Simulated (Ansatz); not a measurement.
# Cl3FMoO: up Jacob's ladder to CCSD(T)

How much do the methods differ for Cl3FMoO? The plan is to run it at one geometry with functionals of several rungs and with coupled cluster. The comparison is of orbital energies and run times, and the correlation energy is taken apart.

The runs use Ansatz 0.2.0, Gaussian basis; functionals in def2-TZVPP, the program's frozen cores in correlated methods.

Levels to be run: LDA (SPW92), PBE-D4, revPBE-D4, BLYP-D4, r2SCAN-D4, B97M-V, PBE0-D4, B3LYP-D4, r2SCANh-D4, r2SCAN0-D4, HSE06-D4, BHLYP-D4, CAM-B3LYP-D4, LC-ωPBE, ωB97X-V, ωB97M-V, B2PLYP, PBE-QIDH; CCSD(T)/def2-SVP; CCSD(T)/def2-TZVPP; MP2/def2-QZVPP; extrapolation to the limit; RPA on PBE.

## (1) The geometry

An earlier PBE0-D4 in a triple-zeta def2 set relaxation fixed the geometry. Mo takes the def2 core potential; no spin-orbit term is included.

SMILES `[O]=[Mo]([F])([Cl])([Cl])[Cl]`, 6 atoms, charge 0, spin multiplicity 1.

Atoms are counted from 1 here; the program's logs count them from 0.

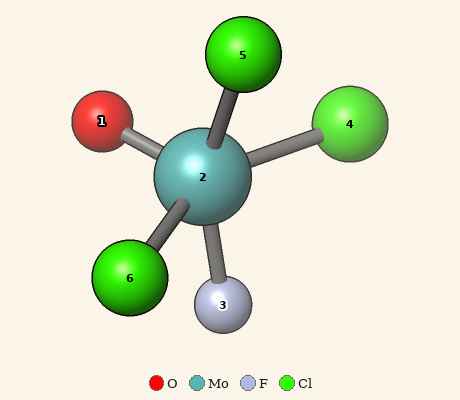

The structure; oxygen red, molybdenum teal, fluorine light blue, chlorine green; atoms are numbered from 1 in the order of the file.

As a file:

```
O    -1.70850   -0.10929    0.20300
Mo   -0.07982   -0.03018    0.05024
F     0.57130   -0.52607    1.70717
Cl    0.57797   -2.10572   -0.59331
Cl    0.18575    0.63602   -2.10240
Cl    0.49540    2.07114    0.68920
```

## (2) LDA

This LDA is Slater exchange with PW92 correlation.

The input, in.yaml:

```yaml
crystal:
  periodic: [false, false, false]
  atoms:
    - {symbol: O, position_ang: [-1.708505, -0.109294, 0.203001]}
    - {symbol: Mo, position_ang: [-0.079822, -0.030182, 0.050239]}
    - {symbol: F, position_ang: [0.571304, -0.526067, 1.707168]}
    - {symbol: Cl, position_ang: [0.577969, -2.105717, -0.593311]}
    - {symbol: Cl, position_ang: [0.185753, 0.636022, -2.102395]}
    - {symbol: Cl, position_ang: [0.495401, 2.071138, 0.689196]}
basis:
  gaussian: {orbitals: def2-TZVPP}
hamiltonian: {xc: lda}
output: {orbitals: {seedname: orbitals}}
```

Launch:

```
ansatz run in.yaml --threads 4 --pin off --events-out ev --progress --plain --max-ram 10444MiB
```

Standard output:

```text
Functional definition: SPW92
  name "SPW92"
  cite "Dirac, Proc. Camb. Phil. Soc. 26, 376 (1930) doi:10.1017/S0305004100016108"
  cite "Slater, Phys. Rev. 81, 385 (1951) doi:10.1103/PhysRev.81.385"
  cite "Perdew & Wang, Phys. Rev. B 45, 13244 (1992) doi:10.1103/PhysRevB.45.13244"
  exchange = slater_x
  correlation = pw_c
1488 factors; their error is unknown
mean field evaluation 1: about -44031.3650 eV, gradient 8.3e1 eV
mean field evaluation 2: about -43761.8424 eV, gradient 3.4e2 eV
mean field evaluation 4: about -44036.0934 eV, gradient 6.0e1 eV
mean field evaluation 8: about -44042.4960 eV, gradient 1.7e0 eV
mean field evaluation 16: about -44042.4724 eV, gradient 4.6e-3 eV
mean field -44042.47237485 eV, -1618.5310067158 hartree, gradient 5.4e-5 eV, S^2 0.000000; 0 other end points of the search recorded, 0 dependent functions left out
reference -44042.47243166 eV, -1618.5310088034 hartree; 41, 41 occupied and 203, 203 virtual orbitals, 1488 factors
Total energy: -44042.47243166 eV, -1618.5310088034 hartree
```

It took 1.8 s on 4 threads of Arm Neoverse V1, shared host; peak memory 0.38 GiB.

HOMO -8.05 eV, LUMO -6.16 eV.

## (3) PBE-D4 (GGA)

Changes to in.yaml since step 2:

```diff
@@ -11,3 +11,3 @@
   gaussian: {orbitals: def2-TZVPP}
-hamiltonian: {xc: lda}
-output: {orbitals: {seedname: orbitals}}
+hamiltonian: {xc: pbe, dispersion: d4}
+output: {forces: true, orbitals: {seedname: orbitals}}
```

Same command.

Standard output, cut to the lines that bear on the results:

```text
Functional definition: PBE
  name "PBE"
  cite "Perdew, Burke & Ernzerhof, Phys. Rev. Lett. 77, 3865 (1996) doi:10.1103/PhysRevLett.77.3865"
  parent pbe
[...]
1488 factors; their error is unknown
[...]
mean field -44179.00988294 eV, -1623.5486675898 hartree, gradient 5.4e-5 eV, S^2 0.000000; 0 other end points of the search recorded, 0 dependent functions left out
[...]
reference -44179.00994593 eV, -1623.5486699044 hartree; 41, 41 occupied and 203, 203 virtual orbitals, 1488 factors
Total energy: -44179.27963530 eV, -1623.5585808059 hartree
Atom 0 at    -1.708505    -0.109294     0.203001 Å, force    -1.651300    -0.082043     0.160960 eV/Å
Atom 1 at    -0.079822    -0.030182     0.050239 Å, force     1.204354     0.141662    -0.383907 eV/Å
Atom 2 at     0.571304    -0.526067     1.707168 Å, force     0.217288    -0.188713     0.628515 eV/Å
Atom 3 at     0.577969    -2.105717    -0.593311 Å, force     0.107366    -0.395954    -0.119141 eV/Å
Atom 4 at     0.185753     0.636022    -2.102395 Å, force     0.030653     0.126863    -0.411068 eV/Å
Atom 5 at     0.495401     2.071138     0.689196 Å, force     0.091638     0.398185     0.124641 eV/Å
Dipole moment:     0.022918     0.030710    -0.098531 e Å
```

Run time: 3.7 s. Hardware: 4 threads of Arm Neoverse V1, shared host; peak memory 0.39 GiB.

HOMO -7.87 eV, LUMO -5.94 eV.

## (4) revPBE-D4 (GGA)

Changes to in.yaml since step 3:

```diff
@@ -11,3 +11,3 @@
   gaussian: {orbitals: def2-TZVPP}
-hamiltonian: {xc: pbe, dispersion: d4}
-output: {forces: true, orbitals: {seedname: orbitals}}
+hamiltonian: {xc: {name: revPBE}, dispersion: d4}
+output: {orbitals: {seedname: orbitals}}
```

The command is unchanged.

Standard output:

```text
Functional definition: revPBE
  name "revPBE"
  cite "Zhang & Yang, Phys. Rev. Lett. 80, 890 (1998) doi:10.1103/PhysRevLett.80.890"
  cite "Perdew, Burke & Ernzerhof, Phys. Rev. Lett. 77, 3865 (1996) doi:10.1103/PhysRevLett.77.3865"
  parameter kappa = 1.245
  parameter beta = 0.06672455060314922
  exchange = pbe_x(kappa = kappa, mu = beta*pi^2/3)
  correlation = pbe_c(beta = beta)
1488 factors; their error is unknown
mean field evaluation 1: about -44180.0603 eV, gradient 8.3e1 eV
mean field evaluation 2: about -43906.3271 eV, gradient 3.4e2 eV
mean field evaluation 4: about -44183.4103 eV, gradient 6.5e1 eV
mean field evaluation 8: about -44191.0009 eV, gradient 1.5e0 eV
mean field evaluation 16: about -44190.9774 eV, gradient 5.4e-4 eV
mean field -44190.97743988 eV, -1623.9884671954 hartree, gradient 5.4e-5 eV, S^2 0.000000; 0 other end points of the search recorded, 0 dependent functions left out
reference -44190.97751970 eV, -1623.9884701286 hartree; 41, 41 occupied and 203, 203 virtual orbitals, 1488 factors
Total energy: -44191.64168498 eV, -1624.0128777523 hartree
```

It took 3.1 s on 4 threads of Arm Neoverse V1, shared host; peak memory 0.39 GiB.

HOMO -7.80 eV, LUMO -5.86 eV.

## (5) BLYP-D4 (GGA)

Changes to in.yaml since step 4:

```diff
@@ -11,3 +11,3 @@
   gaussian: {orbitals: def2-TZVPP}
-hamiltonian: {xc: {name: revPBE}, dispersion: d4}
+hamiltonian: {xc: {name: BLYP}, dispersion: d4}
 output: {orbitals: {seedname: orbitals}}
```

Same command.

Standard output:

```text
Functional definition: BLYP
  name "BLYP"
  cite "Becke, Phys. Rev. A 38, 3098 (1988) doi:10.1103/PhysRevA.38.3098"
  cite "Lee, Yang & Parr, Phys. Rev. B 37, 785 (1988) doi:10.1103/PhysRevB.37.785"
  parameter beta = 0.0042
  parameter a = 0.04918
  parameter b = 0.132
  parameter c = 0.2533
  parameter d = 0.349
  exchange = b88_x(beta = beta)
  correlation = lyp_c(a = a, b = b, c = c, d = d)
1488 factors; their error is unknown
mean field evaluation 1: about -44183.9514 eV, gradient 9.0e1 eV
mean field evaluation 2: about -43885.0134 eV, gradient 3.6e2 eV
mean field evaluation 4: about -44187.3145 eV, gradient 7.5e1 eV
mean field evaluation 8: about -44196.8940 eV, gradient 2.0e0 eV
mean field evaluation 16: about -44196.8758 eV, gradient 5.6e-3 eV
mean field -44196.87580929 eV, -1624.2052282731 hartree, gradient 7.8e-5 eV, S^2 0.000000; 0 other end points of the search recorded, 0 dependent functions left out
reference -44196.87621395 eV, -1624.2052431438 hartree; 41, 41 occupied and 203, 203 virtual orbitals, 1488 factors
Total energy: -44197.45250638 eV, -1624.2264215000 hartree
```

Wall time 3.3 s (4 threads of Arm Neoverse V1, shared host); peak memory 0.39 GiB.

HOMO -7.70 eV, LUMO -5.82 eV.

## (6) r2SCAN-D4 (meta-GGA)

Changes to in.yaml since step 5:

```diff
@@ -11,3 +11,3 @@
   gaussian: {orbitals: def2-TZVPP}
-hamiltonian: {xc: {name: BLYP}, dispersion: d4}
-output: {orbitals: {seedname: orbitals}}
+hamiltonian: {xc: r2scan, dispersion: d4}
+output: {forces: true, orbitals: {seedname: orbitals}}
```

Same command.

Standard output, cut to the lines that bear on the results:

```text
Functional definition: r2SCAN
  name "r2SCAN"
  cite "Furness, Kaplan, Ning, Perdew & Sun, J. Phys. Chem. Lett. 11, 8208 (2020) doi:10.1021/acs.jpclett.0c02405"
  cite "Furness, Kaplan, Ning, Perdew & Sun, J. Phys. Chem. Lett. 11, 9248 (2020) doi:10.1021/acs.jpclett.0c03077"
  parent r2scan
[...]
1488 factors; their error is unknown
[...]
mean field -44194.44739213 eV, -1624.1159855883 hartree, gradient 1.8e-5 eV, S^2 0.000000; 0 other end points of the search recorded, 0 dependent functions left out
[...]
reference -44194.44741077 eV, -1624.1159862733 hartree; 41, 41 occupied and 203, 203 virtual orbitals, 1488 factors
Total energy: -44194.50861446 eV, -1624.1182354674 hartree
Atom 0 at    -1.708505    -0.109294     0.203001 Å, force    -0.893697    -0.049075     0.102385 eV/Å
Atom 1 at    -0.079822    -0.030182     0.050239 Å, force     0.709264     0.052404    -0.125111 eV/Å
Atom 2 at     0.571304    -0.526067     1.707168 Å, force     0.063151    -0.067317     0.223227 eV/Å
Atom 3 at     0.577969    -2.105717    -0.593311 Å, force     0.058858    -0.224734    -0.044151 eV/Å
Atom 4 at     0.185753     0.636022    -2.102395 Å, force     0.012245     0.075963    -0.246470 eV/Å
Atom 5 at     0.495401     2.071138     0.689196 Å, force     0.050179     0.212759     0.090121 eV/Å
Dipole moment:     0.019767     0.031659    -0.101824 e Å
```

Wall time 8.5 s (4 threads of Arm Neoverse V1, shared host); peak memory 0.42 GiB.

HOMO -8.24 eV, LUMO -6.07 eV.

## (7) B97M-V (meta-GGA)

Changes to in.yaml since step 6:

```diff
@@ -11,3 +11,3 @@
   gaussian: {orbitals: def2-TZVPP}
-hamiltonian: {xc: r2scan, dispersion: d4}
-output: {forces: true, orbitals: {seedname: orbitals}}
+hamiltonian: {xc: {name: B97M-V}}
+output: {orbitals: {seedname: orbitals}}
```

Same command.

Standard output, cut to the lines that bear on the results:

```text
Functional definition: B97M-V
  name "B97M-V"
  cite "Mardirossian & Head-Gordon, J. Chem. Phys. 142, 074111 (2015) doi:10.1063/1.4907719"
  cite "Becke, J. Chem. Phys. 107, 8554 (1997) doi:10.1063/1.475007"
  cite "Vydrov & Van Voorhis, J. Chem. Phys. 133, 244103 (2010) doi:10.1063/1.3521275"
  # Of w^i u^j: cxij and so on, Table III.
[...]
  gx(w, u) = cx00 + cx01*u + cx02*u^2 + (cx10 + cx11*u)*w
  gss(w, u) = css00 + css02*u^2 + css10*w + (css32*w^3 + css42*w^4)*u^2
  gos(w, u) = cos00 + cos01*u + cos03*u^3 + cos10*w + cos32*w^3*u^2
[...]
      + integral(e_c_pw_mod_opposite_spin*gos(b97_w_opposite, b97_u_opposite)) + vv10(b, c)
1488 factors; their error is unknown
[...]
mean field -44186.45499685 eV, -1623.8222704792 hartree, gradient 4.9e-5 eV, S^2 0.000000; 0 other end points of the search recorded, 0 dependent functions left out
reference -44186.45508544 eV, -1623.8222737351 hartree; 41, 41 occupied and 203, 203 virtual orbitals, 1488 factors
Total energy: -44186.45508544 eV, -1623.8222737351 hartree
```

Run time: 13 s. Hardware: 4 threads of Arm Neoverse V1, shared host; peak memory 0.5 GiB.

HOMO -8.32 eV, LUMO -6.06 eV.

## (8) PBE0-D4 (hybrid)

Changes to in.yaml since step 7:

```diff
@@ -11,3 +11,3 @@
   gaussian: {orbitals: def2-TZVPP}
-hamiltonian: {xc: {name: B97M-V}}
+hamiltonian: {xc: pbe0, dispersion: d4}
 output: {orbitals: {seedname: orbitals}}
```

Same command.

Standard output:

```text
Functional definition: PBE0
  name "PBE0"
  cite "Adamo & Barone, J. Chem. Phys. 110, 6158 (1999) doi:10.1063/1.478522"
  cite "Perdew, Burke & Ernzerhof, Phys. Rev. Lett. 77, 3865 (1996) doi:10.1103/PhysRevLett.77.3865"
  parent pbe
  parameter a = 0.25
  parameter kappa = 0.804
  parameter beta = 0.06672455060314922
  exchange = (1 - a)*pbe_x(kappa = kappa, mu = beta*pi^2/3) + a*exact_x
  correlation = pbe_c(beta = beta)
1651 factors; their error is unknown
mean field evaluation 1: about -44168.3382 eV, gradient 8.2e1 eV
mean field evaluation 2: about -43961.7311 eV, gradient 3.4e2 eV
mean field evaluation 4: about -44178.9107 eV, gradient 1.8e1 eV
mean field evaluation 8: about -44179.4405 eV, gradient 4.9e-1 eV
mean field evaluation 16: about -44179.6258 eV, gradient 2.7e-3 eV
mean field -44179.62583484 eV, -1623.5713034044 hartree, gradient 4.0e-5 eV, S^2 0.000000; 0 other end points of the search recorded, 0 dependent functions left out
reference -44179.62587884 eV, -1623.5713050215 hartree; 41, 41 occupied and 203, 203 virtual orbitals, 1651 factors
Total energy: -44179.85695707 eV, -1623.5797969896 hartree
```

Wall time 5.5 s (4 threads of Arm Neoverse V1, shared host); peak memory 0.92 GiB.

HOMO -9.24 eV, LUMO -5.44 eV.

## (9) B3LYP-D4 (hybrid)

B3LYP here takes the VWN-RPA correlation.

Changes to in.yaml since step 8:

```diff
@@ -11,3 +11,3 @@
   gaussian: {orbitals: def2-TZVPP}
-hamiltonian: {xc: pbe0, dispersion: d4}
-output: {orbitals: {seedname: orbitals}}
+hamiltonian: {xc: {name: B3LYP}, dispersion: d4}
+output: {forces: true, orbitals: {seedname: orbitals}}
```

Launched as before.

Standard output, cut to the lines that bear on the results:

```text
Functional definition: B3LYP
  name "B3LYP"
  cite "Stephens, Devlin, Chabalowski & Frisch, J. Phys. Chem. 98, 11623 (1994) doi:10.1021/j100096a001"
  cite "Becke, Phys. Rev. A 38, 3098 (1988) doi:10.1103/PhysRevA.38.3098"
  cite "Lee, Yang & Parr, Phys. Rev. B 37, 785 (1988) doi:10.1103/PhysRevB.37.785"
  cite "Vosko, Wilk & Nusair, Can. J. Phys. 58, 1200 (1980) doi:10.1139/p80-159"
[...]
1608 factors; their error is unknown
[...]
mean field -44198.84871104 eV, -1624.2777310751 hartree, gradient 7.8e-5 eV, S^2 0.000000; 0 other end points of the search recorded, 0 dependent functions left out
[...]
reference -44198.84901101 eV, -1624.2777420986 hartree; 41, 41 occupied and 203, 203 virtual orbitals, 1608 factors
Total energy: -44199.29254261 eV, -1624.2940415842 hartree
Atom 0 at    -1.708505    -0.109294     0.203001 Å, force    -0.738795    -0.036758     0.072246 eV/Å
Atom 1 at    -0.079822    -0.030182     0.050239 Å, force     0.320925     0.037761    -0.102415 eV/Å
Atom 2 at     0.571304    -0.526067     1.707168 Å, force     0.150683    -0.118987     0.397139 eV/Å
Atom 3 at     0.577969    -2.105717    -0.593311 Å, force     0.122383    -0.386110    -0.100734 eV/Å
Atom 4 at     0.185753     0.636022    -2.102395 Å, force     0.037602     0.123836    -0.400755 eV/Å
Atom 5 at     0.495401     2.071138     0.689196 Å, force     0.107202     0.380258     0.134519 eV/Å
Dipole moment:     0.020265     0.038377    -0.123679 e Å
```

Wall time 8 s (4 threads of Arm Neoverse V1, shared host); peak memory 0.91 GiB.

HOMO -8.96 eV, LUMO -5.60 eV.

## (10) r2SCANh-D4 (hybrid)

Changes to in.yaml since step 9:

```diff
@@ -11,3 +11,3 @@
   gaussian: {orbitals: def2-TZVPP}
-hamiltonian: {xc: {name: B3LYP}, dispersion: d4}
-output: {forces: true, orbitals: {seedname: orbitals}}
+hamiltonian: {xc: {name: r2SCANh}, dispersion: d4}
+output: {orbitals: {seedname: orbitals}}
```

Same command.

Standard output, cut to the lines that bear on the results:

```text
Functional definition: r2SCANh
  name "r2SCANh"
  cite "Bursch, Neugebauer, Ehlert & Grimme, J. Chem. Phys. 156, 134105 (2022) doi:10.1063/5.0086040"
  cite "Furness, Kaplan, Ning, Perdew & Sun, J. Phys. Chem. Lett. 11, 8208 (2020) doi:10.1021/acs.jpclett.0c02405"
  cite "Furness, Kaplan, Ning, Perdew & Sun, J. Phys. Chem. Lett. 11, 9248 (2020) doi:10.1021/acs.jpclett.0c03077"
  parent r2scan
[...]
1488 factors; their error is unknown
[...]
mean field -44193.01219826 eV, -1624.0632431864 hartree, gradient 3.9e-5 eV, S^2 0.000000; 0 other end points of the search recorded, 0 dependent functions left out
reference -44193.01221507 eV, -1624.0632438042 hartree; 41, 41 occupied and 203, 203 virtual orbitals, 1488 factors
Total energy: -44193.07947846 eV, -1624.0657156882 hartree
```

Wall time 9 s (4 threads of Arm Neoverse V1, shared host); peak memory 0.91 GiB.

HOMO -8.73 eV, LUMO -5.85 eV.

## (11) r2SCAN0-D4 (hybrid)

Changes to in.yaml since step 10:

```diff
@@ -11,3 +11,3 @@
   gaussian: {orbitals: def2-TZVPP}
-hamiltonian: {xc: {name: r2SCANh}, dispersion: d4}
+hamiltonian: {xc: {name: r2SCAN0}, dispersion: d4}
 output: {orbitals: {seedname: orbitals}}
```

The command is unchanged.

Standard output, cut to the lines that bear on the results:

```text
Functional definition: r2SCAN0
  name "r2SCAN0"
  cite "Bursch, Neugebauer, Ehlert & Grimme, J. Chem. Phys. 156, 134105 (2022) doi:10.1063/5.0086040"
  cite "Furness, Kaplan, Ning, Perdew & Sun, J. Phys. Chem. Lett. 11, 8208 (2020) doi:10.1021/acs.jpclett.0c02405"
  cite "Furness, Kaplan, Ning, Perdew & Sun, J. Phys. Chem. Lett. 11, 9248 (2020) doi:10.1021/acs.jpclett.0c03077"
  parent r2scan
[...]
1651 factors; their error is unknown
[...]
mean field -44190.93349224 eV, -1623.9868521494 hartree, gradient 1.6e-5 eV, S^2 0.000000; 0 other end points of the search recorded, 0 dependent functions left out
reference -44190.93350647 eV, -1623.9868526720 hartree; 41, 41 occupied and 203, 203 virtual orbitals, 1651 factors
Total energy: -44191.00895638 eV, -1623.9896254052 hartree
```

It took 9.5 s on 4 threads of Arm Neoverse V1, shared host; peak memory 0.96 GiB.

HOMO -9.48 eV, LUMO -5.50 eV.

## (12) HSE06-D4 (hybrid)

HSE06 is the plane-wave form, built on full-range PBE exchange.

Changes to in.yaml since step 11:

```diff
@@ -11,3 +11,3 @@
   gaussian: {orbitals: def2-TZVPP}
-hamiltonian: {xc: {name: r2SCAN0}, dispersion: d4}
+hamiltonian: {xc: hse06, dispersion: d4}
 output: {orbitals: {seedname: orbitals}}
```

Same command.

Standard output, cut to the lines that bear on the results:

```text
Functional definition: HSE06
  name "HSE06"
  cite "Heyd, Scuseria & Ernzerhof, J. Chem. Phys. 118, 8207 (2003) doi:10.1063/1.1564060"
  cite "Krukau, Vydrov, Izmaylov & Scuseria, J. Chem. Phys. 125, 224106 (2006) doi:10.1063/1.2404663"
  cite "Heyd & Scuseria, J. Chem. Phys. 120, 7274 (2004) doi:10.1063/1.1668634"
  cite "Ernzerhof & Perdew, J. Chem. Phys. 109, 3313 (1998) doi:10.1063/1.476928"
  cite "Perdew, Burke & Ernzerhof, Phys. Rev. Lett. 77, 3865 (1996) doi:10.1103/PhysRevLett.77.3865"
  parent pbe
[...]
  # The whole range is PBE's own exchange, as in plane waves. The composition of these papers is wPBEh.
[...]
1651 factors; their error is unknown
89 factors; integrals over basis functions are off by at most 1.3e-6 eV
[...]
mean field -44178.81461143 eV, -1623.5414914939 hartree, gradient 5.3e-5 eV, S^2 0.000000; 0 other end points of the search recorded, 0 dependent functions left out
reference -44178.81467000 eV, -1623.5414936464 hartree; 41, 41 occupied and 203, 203 virtual orbitals, 1651 factors
Total energy: -44179.03368028 eV, -1623.5495421258 hartree
```

Wall time 6 s (4 threads of Arm Neoverse V1, shared host); peak memory 0.96 GiB.

HOMO -8.84 eV, LUMO -5.81 eV.

## (13) BHLYP-D4 (hybrid)

Changes to in.yaml since step 12:

```diff
@@ -11,3 +11,3 @@
   gaussian: {orbitals: def2-TZVPP}
-hamiltonian: {xc: hse06, dispersion: d4}
+hamiltonian: {xc: {name: BHLYP}, dispersion: d4}
 output: {orbitals: {seedname: orbitals}}
```

Launched as before.

Standard output:

```text
Functional definition: BHLYP
  name "BHLYP"
  cite "Becke, J. Chem. Phys. 98, 1372 (1993) doi:10.1063/1.464304"
  cite "Becke, Phys. Rev. A 38, 3098 (1988) doi:10.1103/PhysRevA.38.3098"
  cite "Lee, Yang & Parr, Phys. Rev. B 37, 785 (1988) doi:10.1103/PhysRevB.37.785"
  parameter a = 0.5
  exchange = (1 - a)*b88_x + a*exact_x
  correlation = lyp_c
1804 factors; their error is unknown
mean field evaluation 1: about -44177.8903 eV, gradient 8.4e1 eV
mean field evaluation 2: about -44042.5614 eV, gradient 2.9e2 eV
mean field evaluation 4: about -44189.5213 eV, gradient 2.2e1 eV
mean field evaluation 8: about -44190.2959 eV, gradient 1.1e-1 eV
mean field evaluation 16: about -44190.6973 eV, gradient 9.7e-4 eV
mean field -44190.69727450 eV, -1623.9781713074 hartree, gradient 4.9e-5 eV, S^2 0.000000; 0 other end points of the search recorded, 0 dependent functions left out
reference -44190.69747350 eV, -1623.9781786205 hartree; 41, 41 occupied and 203, 203 virtual orbitals, 1804 factors
Total energy: -44191.08826004 eV, -1623.9925397609 hartree
```

It took 6 s on 4 threads of Arm Neoverse V1, shared host; peak memory 0.96 GiB.

HOMO -10.46 eV, LUMO -4.71 eV.

## (14) CAM-B3LYP-D4 (range-separated)

Changes to in.yaml since step 13:

```diff
@@ -11,3 +11,3 @@
   gaussian: {orbitals: def2-TZVPP}
-hamiltonian: {xc: {name: BHLYP}, dispersion: d4}
+hamiltonian: {xc: {name: CAM-B3LYP}, dispersion: d4}
 output: {orbitals: {seedname: orbitals}}
```

Same command.

Standard output, cut to the lines that bear on the results:

```text
Functional definition: CAM-B3LYP
  name "CAM-B3LYP"
  cite "Yanai, Tew & Handy, Chem. Phys. Lett. 393, 51 (2004) doi:10.1016/j.cplett.2004.06.011"
  cite "Iikura, Tsuneda, Yanai & Hirao, J. Chem. Phys. 115, 3540 (2001) doi:10.1063/1.1383587"
  cite "Becke, Phys. Rev. A 38, 3098 (1988) doi:10.1103/PhysRevA.38.3098"
  cite "Lee, Yang & Parr, Phys. Rev. B 37, 785 (1988) doi:10.1103/PhysRevB.37.785"
  cite "Vosko, Wilk & Nusair, Can. J. Phys. 58, 1200 (1980) doi:10.1139/p80-159"
[...]
  # Exact exchange under (alpha + beta erf(omega r))/r, Becke's under what is left of 1/r.
[...]
1595 factors; their error is unknown
274 factors; integrals over basis functions are off by at most 1.2e-5 eV
[...]
mean field -44195.38035117 eV, -1624.1502712008 hartree, gradient 7.4e-5 eV, S^2 0.000000; 0 other end points of the search recorded, 0 dependent functions left out
reference -44195.38049681 eV, -1624.1502765531 hartree; 41, 41 occupied and 203, 203 virtual orbitals, 1595 factors
Total energy: -44195.62132360 eV, -1624.1591267744 hartree
```

It took 6 s on 4 threads of Arm Neoverse V1, shared host; peak memory 1 GiB.

HOMO -10.55 eV, LUMO -4.47 eV.

(Part 1 of 2 ends here.)
